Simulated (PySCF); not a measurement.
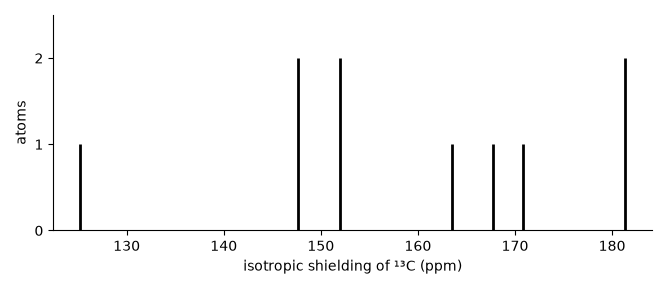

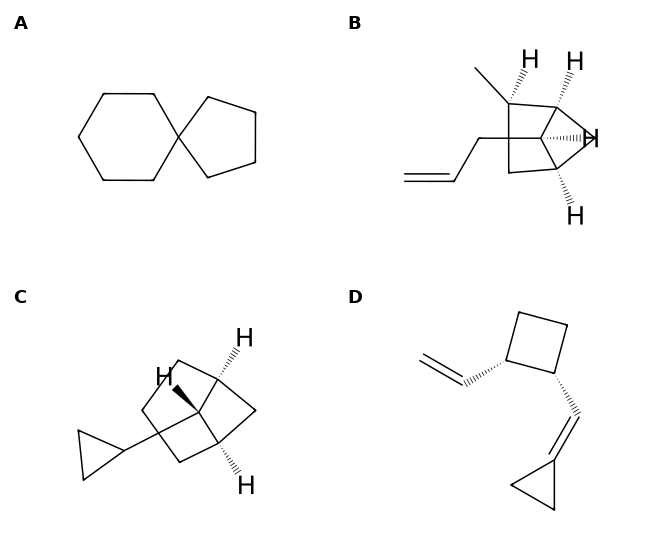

The sticks are computed shieldings of one of the molecules, for one fixed geometry (GFN2-xTB) without averaging over rotations. Low shielding means a high chemical shift. Method: GIAO PBE0/pcSseg-1 NMR shielding, non-relativistic, gas phase (PySCF 2.14.0).

Match the spectrum to a structure.

Answer. C, `C1C[C@@H]2C[C@H](C1)[C@H]2C1CC1`. Its 10 C atoms give lines at 125.2, 147.6 (2 atoms), 152.0 (2 atoms), 163.5, 167.8, 170.8, 181.3 (2 atoms) ppm.
